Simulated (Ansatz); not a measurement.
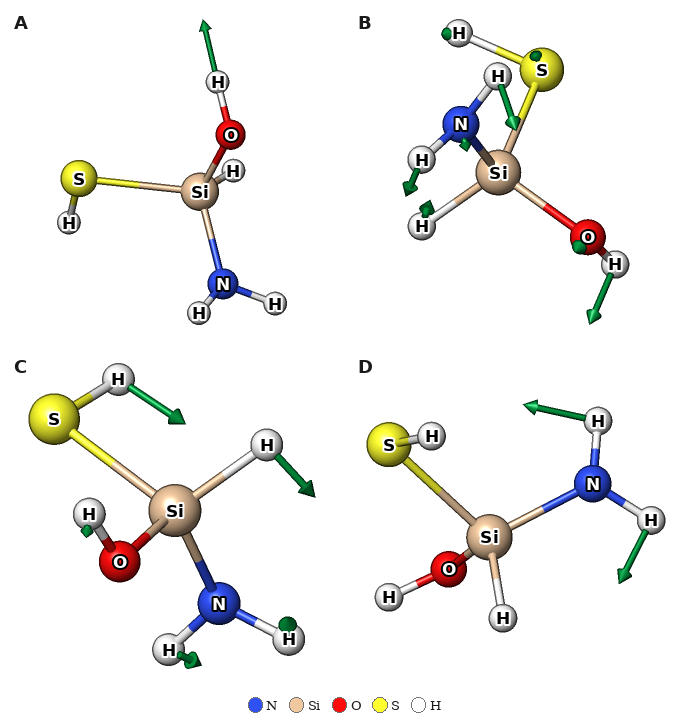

4 normal modes of one molecule or complex, as arrows. Harmonic vibrations computed with RKS PBE0-D4/def2-TZVP (Ansatz 0.2.0) at a stationary point of the same level.

Question: Match the panels to the wavenumbers 238 cm⁻¹, 742 cm⁻¹, 1573 cm⁻¹, 3913 cm⁻¹.

Answer: A: 3913 cm⁻¹, O–H stretching
B: 238 cm⁻¹
C: 742 cm⁻¹, angle bending
D: 1573 cm⁻¹, angle bending
